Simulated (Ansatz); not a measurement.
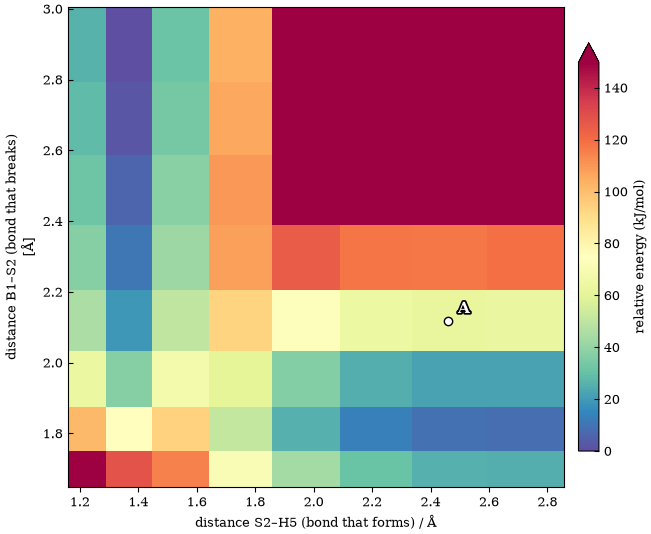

The reacting system BBrF₂H₂S (fragments BF₂HS + BrH where the first distance is long, BBrF₂ + H₂S where the second is long). 
- Coordinates scanned: (1) distance S2–H5 (bond that forms); (2) distance B1–S2 (bond that breaks).
- Relaxed at each point: all other coordinates.
- The grid has 8 × 8 points.
- Points are written as (first, second).
- Energies: kJ/mol, counted from the lowest grid point.
- Energies and slopes of some neighbouring points disagree (a jump in structure or state, or too coarse a mesh). The reference is spin-restricted, so regions where a bond is pulled apart into radicals lie too high.
- Level of theory: Ansatz 0.2.0, RKS B3LYP-D4/def2-SVP.

Drawn: one coloured cell a grid point, one colour for all values above the top of the scale, the point A.

### Is A at rest? If not, where is it pushed?

A, at (2.461 Å, 2.117 Å), is not a stationary point. The computed force is nearly zero along the first coordinate and 290 kJ/mol for each Å towards smaller values of the second coordinate.
